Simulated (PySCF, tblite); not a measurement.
# C₇H₁₂Si₂: geometry, infrared bands and NMR shifts

Aim: predict the infrared bands and NMR shifts of C₇H₁₂Si₂ (`C#C[C@@H]1CC[Si@H]([SiH3])C1=C`).

Programs: tblite 0.8.0 and PySCF 2.14.0, with density-fitted response routines of our own. Each step states its level of theory. These are calculated values for one molecule in the gas phase, unless marked as measured. Atoms count from 0, in the outputs and in this text.

### 1 The starting structure

21 atoms, charge 0, multiplicity 1; geometry from: force field or distance geometry start.

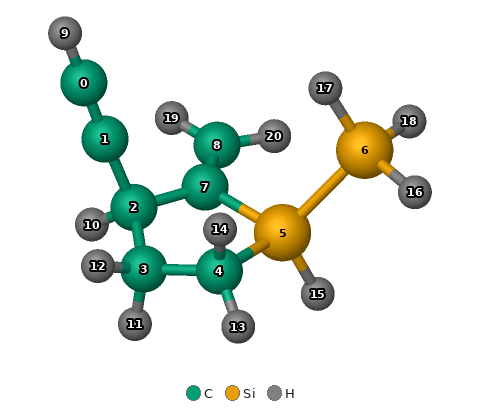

The starting geometry (carbon teal, silicon amber, hydrogen grey), atoms numbered.

### 2 Relaxing the molecule with GFN2-xTB

The job: settings as JSON, then the geometry in Å.

```
{"job": {"kind": "relax", "xc": "GFN2-xTB", "basis": "xTB"}, "charge": 0, "multiplicity": 1}
C     -2.058100     2.154000    -0.859500
C     -1.535100     1.079800    -1.009100
C     -0.857900    -0.227300    -1.148000
C     -1.447000    -1.216800    -0.248200
C     -0.809300    -1.266200     1.090000
Si     0.965100    -0.804100     0.737100
Si     1.759500     0.645900     2.213800
C      0.575700    -0.017500    -0.884500
C      1.500000     0.589600    -1.619600
H     -2.529900     3.100600    -0.718900
H     -0.988100    -0.566300    -2.203000
H     -1.349800    -2.236200    -0.713500
H     -2.556600    -1.033300    -0.162500
H     -0.886600    -2.228000     1.621600
H     -1.250500    -0.443400     1.726500
H      1.787400    -1.999200     0.606300
H      1.791300    -0.048800     3.516900
H      0.941700     1.848700     2.225100
H      3.144500     0.979900     1.809300
H      1.275200     1.056600    -2.572500
H      2.519500     0.649000    -1.253000
```

Command:

```bash
$ OMP_NUM_THREADS=1 python probes_run.py task.json out
```

The driver reads the jobs from task.json and runs them one after another.

**Question.** This job is followed by: GFN2-xTB harmonic vibrations, gas phase; GIAO PBE0/pcSseg-1 NMR shielding, non-relativistic, gas phase. What will the session give for the following? strongest single infrared mode (GFN2-xTB); zero-point energy (GFN2-xTB); ¹³C shifts against TMS (PBE0/pcSseg-1); ¹H shifts against TMS (PBE0/pcSseg-1, means over atoms taken as alike); ²⁹Si shifts against TMS (PBE0/pcSseg-1).

As calculated:

| quantity | value |
| --- | --- |
| strongest single infrared mode (GFN2-xTB) | 781 cm⁻¹, 454 km/mol |
| zero-point energy (GFN2-xTB) | 97.6 kcal/mol |
| ¹³C shifts against TMS (PBE0/pcSseg-1) | 159.6, 135.1, 91.9, 79.5, 44.4, 37.2, 12.0 ppm |
| ¹H shifts against TMS (PBE0/pcSseg-1, means over atoms taken as alike) | 6.46, 5.90, 4.55, 3.51, 3.40, 2.27, 1.75, 1.73, 1.65, 1.17 ppm |
| ²⁹Si shifts against TMS (PBE0/pcSseg-1) | -44.9, -113.1 ppm |

**Reading.** Over 138 steps the energy fell by 0.580 eV; of the close pairs, Si5–Si6 changed most, 2.217 to 2.308 Å. The lowest mode is imaginary (33i cm⁻¹), so the xTB geometry is not a minimum. The strongest single mode, at 781 cm⁻¹, has its largest shares on H17, H16 and H18 (the list is cut at 3 atoms). GFN2-xTB is a fitted tight-binding method: band positions and strengths are rough. Its intensities can rank the bands wrongly. C7 (fully substituted alkene carbon) lies farthest downfield among carbon, at 159.6 ppm; the olefinic region. At PBE0/pcSseg-1: Shielding is most anisotropic at C1 (span 312 ppm, paramagnetic term -172 ppm).
